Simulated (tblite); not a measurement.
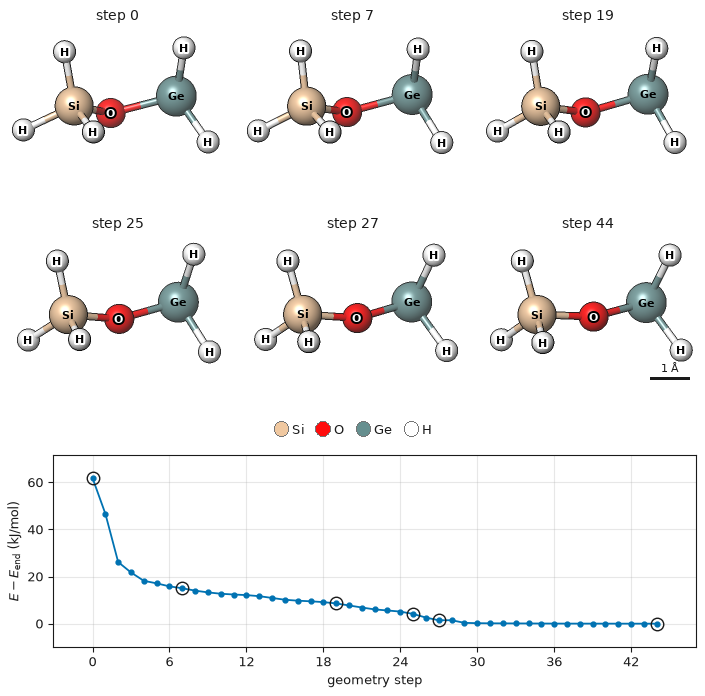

Frames of a relaxation of GeSiH$_{5}$O (multiplicity 2), marked on the history of the run. A ball-and-stick model, seen at a tilt.

These are results of GFN2-xTB geometry optimisation, gas phase (tblite), not measurements. 

### What happens along the run?

The atom that moves furthest after the best rigid fit is the O atom (0.98 Å). By element the largest moves are O 0.98 Å, H 0.60 Å, Ge 0.32 Å, Si 0.28 Å. Some distances before and after: Ge–H 1.525 → 1.600 Å, Ge–H 1.542 → 1.605 Å, O–Si 1.682 → 1.620 Å, H–Si 1.486 → 1.465 Å. Bond angles that change, for instance: Si–O–Ge 115.6° → 161.1°, O–Ge–H 111.2° → 96.8°, O–Ge–H 112.6° → 99.0°. Groups turn about O–Si by about 115°, Ge–O by about 110°. The energy falls by 61.8 kJ/mol in 44 geometry steps. From step 0 to 7: the Ge atom moves most (0.23 Å), energy −46.8 kJ/mol. From step 7 to 19: O and H atoms move most (0.22 Å), energy −6.44 kJ/mol. From step 19 to 25: an H atom moves most (0.26 Å), energy −4.46 kJ/mol. From step 25 to 27: the O atom moves most (0.22 Å), energy −2.69 kJ/mol. From step 27 to 44: the O atom moves most (0.12 Å), energy −1.43 kJ/mol.

| step | E − E(0), kJ/mol |
| --- | --- |
| 0 | 0.00 |
| 1 | -15.12 |
| 2 | -35.66 |
| 3 | -40.08 |
| 4 | -43.62 |
| 5 | -44.70 |
| 6 | -45.98 |
| 7 | -46.79 |
| 8 | -47.79 |
| 9 | -48.55 |
| 10 | -49.11 |
| 12 | -49.69 |
| 14 | -50.89 |
| 15 | -51.66 |
| 17 | -52.32 |
| 19 | -53.23 |
| 21 | -54.95 |
| 23 | -56.22 |
| 24 | -56.69 |
| 26 | -59.23 |
| 28 | -60.35 |
| 30 | -61.61 |
| 31 | -61.67 |
| 33 | -61.71 |
| 35 | -61.76 |
| 37 | -61.79 |
| 39 | -61.80 |
| 40 | -61.81 |
| 42 | -61.81 |
| 44 | -61.82 |
